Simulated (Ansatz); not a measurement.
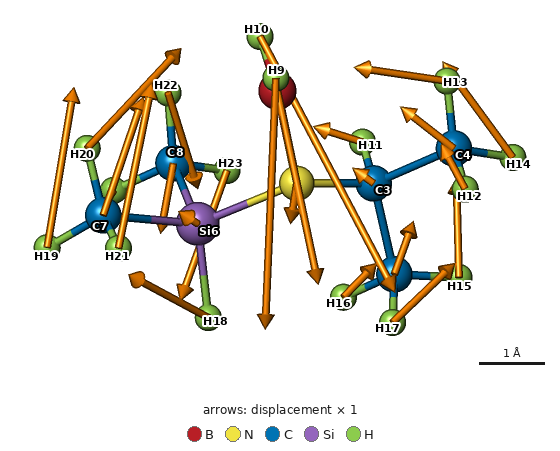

This is a relaxation of C5H16BNSi (coarse preliminary run). The starting structure is drawn; orange arrows show the displacements, at their true length. The two geometries are superimposed by the best rigid fit.

The picture is a ball-and-stick view, seen from a free direction.

The start comes from a force field.

Level of theory: RKS PBE-D4/def2-SVP (Ansatz).

Input
```yaml
crystal:
  periodic: [false, false, false]
  atoms:
    - {symbol: B, position_ang: [1.703100, -0.104400, -0.920900]}
    - {symbol: N, position_ang: [0.656400, -0.289100, 0.215400]}
    - {symbol: C, position_ang: [-0.311900, -1.401300, -0.097500]}
    - {symbol: C, position_ang: [0.557900, -2.723500, -0.268600]}
    - {symbol: C, position_ang: [-1.300900, -1.610600, 1.036100]}
    - {symbol: Si, position_ang: [-0.172800, 1.323000, 0.476300]}
    - {symbol: C, position_ang: [1.098800, 2.680400, 0.754400]}
    - {symbol: C, position_ang: [-1.247200, 1.766400, -0.967100]}
    - {symbol: H, position_ang: [2.815800, -0.175400, -0.697100]}
    - {symbol: H, position_ang: [1.274200, 0.181000, -2.002200]}
    - {symbol: H, position_ang: [-0.851800, -1.197700, -1.002500]}
    - {symbol: H, position_ang: [1.136800, -2.932000, 0.641000]}
    - {symbol: H, position_ang: [1.079000, -2.681100, -1.184100]}
    - {symbol: H, position_ang: [-0.251200, -3.566300, -0.387000]}
    - {symbol: H, position_ang: [-1.872000, -2.563700, 0.918800]}
    - {symbol: H, position_ang: [-2.048900, -0.754700, 1.078800]}
    - {symbol: H, position_ang: [-0.776100, -1.609100, 2.036900]}
    - {symbol: H, position_ang: [-0.997700, 1.257800, 1.714600]}
    - {symbol: H, position_ang: [0.539500, 3.603000, 1.023900]}
    - {symbol: H, position_ang: [1.617100, 2.864300, -0.162500]}
    - {symbol: H, position_ang: [1.730000, 2.404100, 1.562000]}
    - {symbol: H, position_ang: [-0.665500, 1.780300, -1.907200]}
    - {symbol: H, position_ang: [-2.050400, 1.005500, -1.116200]}
    - {symbol: H, position_ang: [-1.767200, 2.742800, -0.772000]}
basis:
  gaussian: {orbitals: def2-SVP}
hamiltonian: {xc: pbe, dispersion: d4}
relax: {f_tol: 0.03, max_steps: 200}
```

Run as
```bash
ansatz run in.yaml --threads 4 --pin off --events-out ev --progress --plain --max-ram 66560MiB --backend cuda --devices 0, --max-vram 37GiB
```

Which element moves most?

Answer. Hydrogen: up to 4.67 Å, against 3.08 Å for boron.

Describe the change and its energy.

Answer. The atom that moves furthest after the best rigid fit is H10 (4.67 Å). Largest moves by element: H 4.67 Å, B 3.08 Å, C 2.00 Å, N 0.66 Å, Si 0.44 Å. Some distances before and after: B1–N2 1.556 → 1.407 Å, B1–H9 1.137 → 1.218 Å, C4–H14 1.174 → 1.109 Å, C3–C4 1.592 → 1.532 Å. Bond angles that change, for instance: B1–N2–Si6 107.7° → 122.0°, B1–N2–C3 111.6° → 122.2°, H12–C4–H13 117.8° → 108.0°. The energy falls by 196.5 kJ/mol in 56 accepted moves (62 points after the start). Largest force component: 4.1 eV/Å at the start, 0.013 eV/Å at the end. The line search rejected the trial steps at points 12, 27, 35, 46, 53, 60 of the run.
